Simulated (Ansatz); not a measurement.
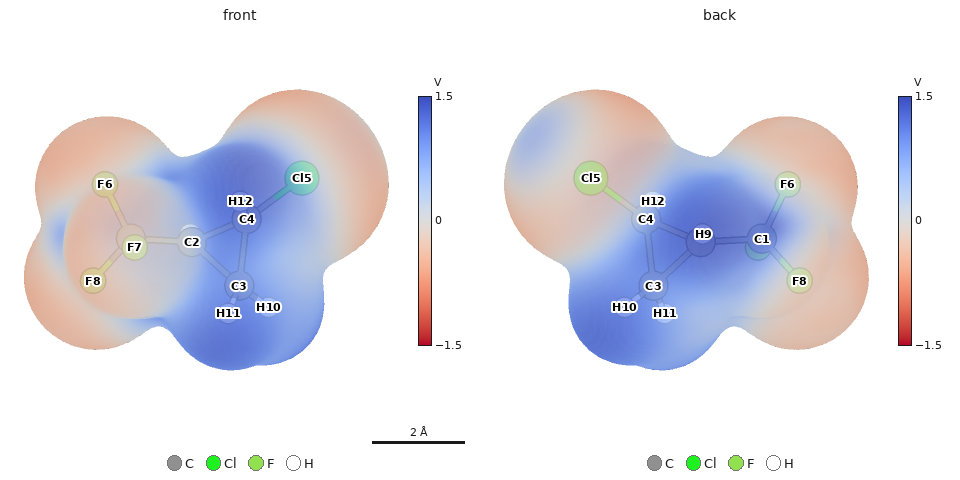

C4H4ClF3. The molecular electrostatic potential painted on the density surface at 0.002 e/bohr³, seen from the front and from behind; the colour scale runs from red (negative) to blue (positive).

Geometry: PBE0-D3(BJ)/def2-SVP.

Theory: isolated molecule in a Gaussian basis; Kohn-Sham density functional theory, functional PBE0 (Ansatz 0.2.0).

The calculation's input:

```
basis:
  gaussian: {orbitals: def2-SVPD}
crystal:
  periodic: [false, false, false]
  atoms:
    - {symbol: C, position_ang: [-1.606504, -0.486097, 0.856181]}
    - {symbol: C, position_ang: [-1.589336, -0.435920, -0.637834]}
    - {symbol: C, position_ang: [-1.009952, -1.572335, -1.431056]}
    - {symbol: C, position_ang: [-0.287579, -0.270854, -1.351450]}
    - {symbol: Cl, position_ang: [-0.215784, 0.784732, -2.748457]}
    - {symbol: F, position_ang: [-1.639820, 0.738063, 1.385768]}
    - {symbol: F, position_ang: [-0.519403, -1.104224, 1.339841]}
    - {symbol: F, position_ang: [-2.675486, -1.146273, 1.308024]}
    - {symbol: H, position_ang: [-2.454509, 0.085679, -1.055247]}
    - {symbol: H, position_ang: [-1.508745, -1.821389, -2.369729]}
    - {symbol: H, position_ang: [-0.578574, -2.416190, -0.886614]}
    - {symbol: H, position_ang: [0.623998, -0.223016, -0.751344]}
output: {forces: true, orbitals: {seedname: orbitals}}
magnetization: {spin_polarized: false}
hamiltonian: {xc: {name: PBE0}}
```

Run with:

```sh
ansatz run input.yaml --threads 2 --pin off --max-ram 5220MiB --events-out events.jsonl --progress --plain --runs-dir runs
```

### Which sites attract a positive test charge, and which a negative one?

A positive charge is drawn to the negative regions and a negative charge to the positive ones. The most negative region (about −0.5 V) lies over Cl5, F6 and F8, the most positive (about +1.4 V) over H9 and H12. Cl5 shows a σ-hole: about +0.5 V at the tip opposite its bond, against about −0.3 V on its flanks.
